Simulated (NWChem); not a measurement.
Energy and gradient calculation, with input and output: GaAsH6

- system: GaAsH6, SMILES [GaH3-][AsH3+]
- method: HF/def2-SVP, RHF (NWChem 7.3.0)

The geometry comes from this level: PBE0-D4/def2-TZVP.

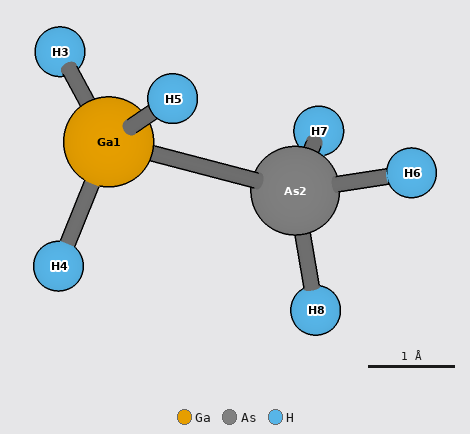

The input geometry (ball-and-stick view, seen at a tilt; atoms are numbered from 1 in the order of the input). Sticks mark near contacts. Bond lengths as drawn: As–Ga 2.66 Å, As–H 1.51 Å and Ga–H 1.57 Å.

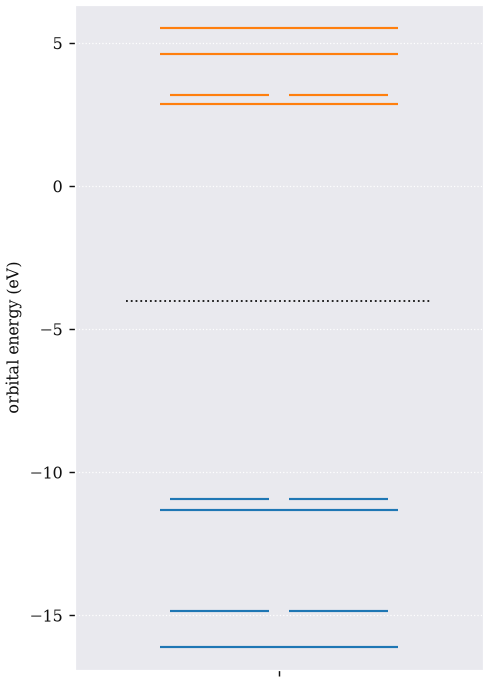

Orbital energies near the frontier; the dotted line parts filled from empty levels, and levels within 0.02 eV of each other stand side by side. Highest filled −10.92 eV, lowest empty 2.86 eV, 13.78 eV apart.

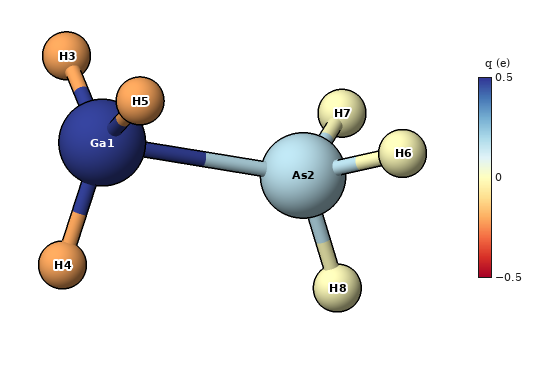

Mulliken charges, as the colour of each atom (ball-and-stick view, seen at a tilt; atoms are numbered from 1 in the order of the input). By element: Ga +0.48, As +0.17 and H −0.21 to −0.01 e.

These pictures come from the run below.

**Input**
```python
from ase.io import read
from ase.calculators.nwchem import NWChem

system = read('m1.xyz')

calc = NWChem(
    label='m1',
    theory='scf',
    memory='2200 mb',
    basis='def2-SVP',
    basispar='spherical bse',
    scf={'nopen': '0', 'rhf': None, 'thresh': '1e-08', 'maxiter': '80'},
)
system.calc = calc

forces = system.get_forces()
print("Total energy (eV):", round(system.get_potential_energy(), 6))
print("forces (eV/A):")
for s, f in zip(system.symbols, forces):
    print(f"{s:2s} {f[0]:10.5f} {f[1]:10.5f} {f[2]:10.5f}")
print("dipole (e A):", system.get_dipole_moment().round(4))
```

**File m1.xyz**
```
8
AsGaH6
Ga    -0.484000     0.147800    -1.471200
As     0.365000    -0.117600     1.036000
H      0.423200    -0.988100    -2.075500
H     -1.996500    -0.166900    -1.167600
H     -0.038000     1.648300    -1.639500
H      1.005200     1.046800     1.750900
H      1.421100    -1.139300     1.379400
H     -0.603800    -0.488100     2.131900
```

**File m1.nwi**
```
title "m1"

permanent_dir m1

scratch_dir m1

start m1

geometry units angstrom nocenter noautosym noautoz
  Ga -4.8399999999999999e-01 1.4779999999999999e-01 -1.4712000000000001e+00
  As 3.6499999999999999e-01 -1.1760000000000000e-01 1.0360000000000000e+00
  H  4.2320000000000002e-01 -9.8809999999999998e-01 -2.0754999999999999e+00
  H  -1.9964999999999999e+00 -1.6689999999999999e-01 -1.1676000000000000e+00
  H  -3.7999999999999999e-02 1.6483000000000001e+00 -1.6395000000000000e+00
  H  1.0052000000000001e+00 1.0468000000000000e+00 1.7508999999999999e+00
  H  1.4211000000000000e+00 -1.1393000000000000e+00 1.3794000000000000e+00
  H  -6.0380000000000000e-01 -4.8809999999999998e-01 2.1318999999999999e+00
end

memory 2200 mb

basis spherical bse noprint
   * library def2-SVP
end

scf
  nopen 0
  rhf
  thresh 1e-08
  maxiter 80
end

task scf gradient
```

Command:
```bash
export ASE_NWCHEM_COMMAND="nwchem PREFIX.nwi > PREFIX.nwo"
python run.py
```

**Output**
```
Total energy (eV): -113209.513429
forces (eV/A):
Ga   -0.09708    0.03106   -0.28370
As    0.37168   -0.11765    1.09673
H     0.05482   -0.09035   -0.11740
H    -0.15031   -0.01928   -0.04073
H     0.01574    0.13401   -0.08058
H    -0.10176   -0.09410   -0.19078
H    -0.14120    0.10937   -0.15730
H     0.04813    0.04695   -0.22621
dipole (e A): [ 0.2538 -0.0794  0.7492]
```

**Key numbers**

| quantity | value |
| --- | --- |
| outcome | converged |
| total energy | −4160.372916 hartree |
| basis functions | 94 |
| largest force | 1.164 eV/Å |
| HOMO | −10.92 eV |
| LUMO | 2.86 eV |
| dipole moment | 3.82 D |
| hardware | 1 thread of AMD EPYC (Zen 5), 16 GiB of memory available, shared host |
| wall time | 16 s |
| peak memory | 0.1 GiB |
